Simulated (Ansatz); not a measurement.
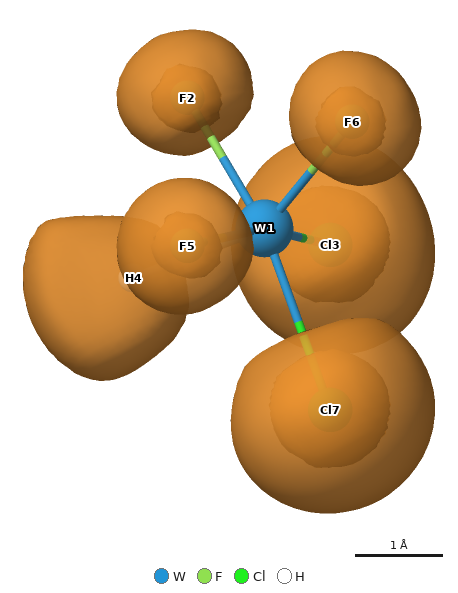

Cl2F3HW. Isosurface of the electron localisation function at 0.75 (orange), seen at an oblique angle. Only the valence region is drawn (cores and ρ < 0.01 e/Å³ removed).

Core potentials replace the inner electrons of W.

These are results of RKS PBE0/def2-SVP (Ansatz 0.2.0), not measurements.

Input

```
crystal:
  periodic: [false, false, false]
  atoms:
    - { symbol: W, position_ang: [0.0, 0.0, 0.0] }
    - { symbol: F, position_ang: [0.0, 0.0, 1.85] }
    - { symbol: Cl, position_ang: [2.39, 0.0, 0.0] }
    - { symbol: H, position_ang: [0.0, 1.72, 0.0] }
    - { symbol: F, position_ang: [-1.85, 0.0, 0.0] }
    - { symbol: F, position_ang: [0.0, -1.85, 0.0] }
    - { symbol: Cl, position_ang: [0.0, 0.0, -2.39] }
basis:
  gaussian: { orbitals: def2-SVP }
hamiltonian:
  xc: pbe0
relax:
  f_tol: 0.02
  max_steps: 40
output:
  orbitals: {}
```

Launched as:

```sh
ansatz run input.yaml --threads 4 --pin off --max-ram 5120MiB --backend cpu --events-out ev --progress --plain --runs-dir out
```

The fields are those of the run's last geometry, not of the input's.

Where are the electrons localised?

The surface consists of one region around a hydrogen nucleus, two regions wrapped around Cl (the valence shell of each) and three regions wrapped around F (the valence shell of each).

Values along the shortest contacts:
W–F (1.86 Å): the ELF peaks at about 0.85 in the valence shell of F, 0.5 Å from its nucleus, and drops to about 0.25 between the two atoms. W–Cl (2.27 Å): the ELF peaks at about 0.85 in the valence shell of Cl, 0.8 Å from its nucleus, and is about 0.35 at the midpoint.
